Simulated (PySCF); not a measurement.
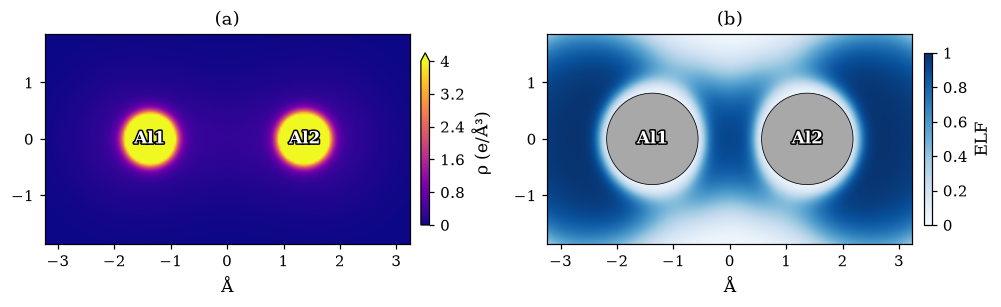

Figure 1: Al₂ (triplet). (a) total electron density; (b) electron localisation function on a plane that holds the molecular axis. Grey discs cover the atomic cores in the ELF map.

These are results of PBE0/6-311G(d,p), non-relativistic, at a bond length of 2.747 Å (PySCF 2.14.0), not measurements.

Q: Read the bonding off the picture.

A: Atoms in the plane: Al. Al–Al (2.75 Å): the density is about 0.27 e/Å³ at the midpoint; the ELF peaks at about 0.90 between the atoms: a covalent bond.
